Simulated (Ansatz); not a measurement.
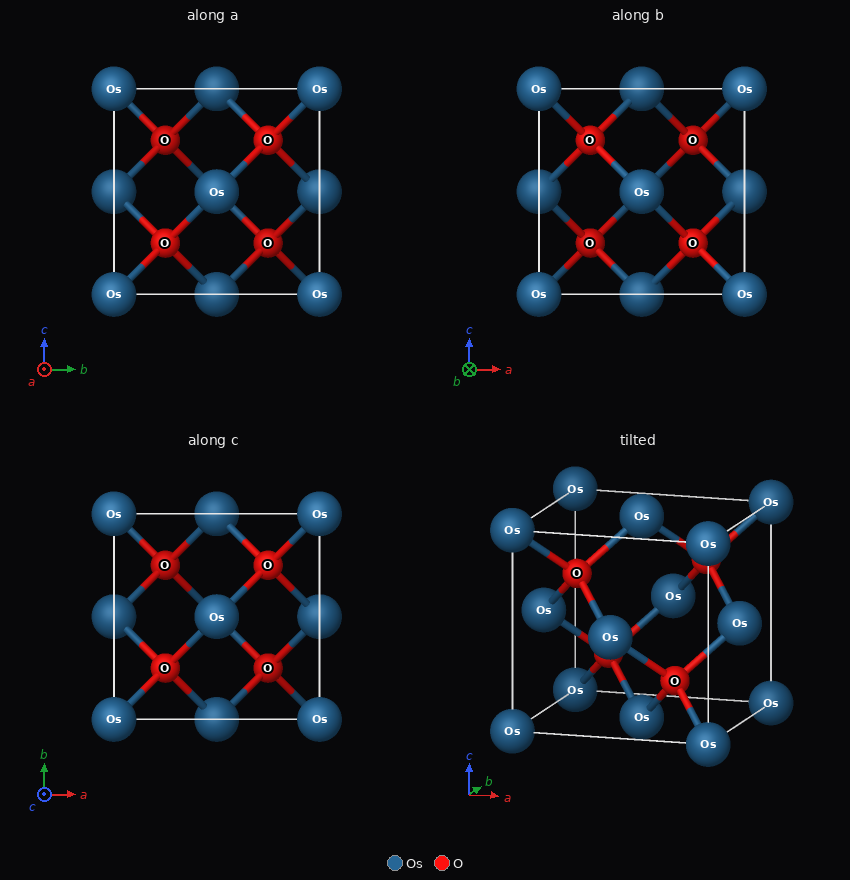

Drawn in the ball-and-stick manner and seen along the a axis, along the b axis, along the c axis and slightly off an axis. One conventional unit cell is framed, with atoms on its boundary repeated.

Lattice parameters: a = 4.6387 Å, b = 4.6387 Å, c = 4.6387 Å, α = 90.000°, β = 90.000°, γ = 90.000°.

> Transcribe the picture into a CIF in P1 with every atom of the cell.

```cif
data_structure
_symmetry_space_group_name_H-M 'P 1'
_symmetry_Int_Tables_number 1
_cell_length_a 4.6387
_cell_length_b 4.6387
_cell_length_c 4.6387
_cell_angle_alpha 90.000
_cell_angle_beta 90.000
_cell_angle_gamma 90.000
_cell_volume 99.81
loop_
_atom_site_label
_atom_site_type_symbol
_atom_site_fract_x
_atom_site_fract_y
_atom_site_fract_z
_atom_site_occupancy
Os1 Os 0.0000 0.0000 0.0000 1
O1 O 0.2500 0.2500 0.7500 1
Os2 Os 0.0000 0.5000 0.5000 1
O2 O 0.2500 0.7500 0.2500 1
Os3 Os 0.5000 0.0000 0.5000 1
O3 O 0.7500 0.2500 0.2500 1
Os4 Os 0.5000 0.5000 0.0000 1
O4 O 0.7500 0.7500 0.7500 1
```

Its origin is a structure type filled with these elements by a generator (whether the compound takes this form wasn't checked). A relaxation with Ansatz 0.2.0, DFT PBE, scalar-relativistic, plane waves, PAW gave the geometry drawn.
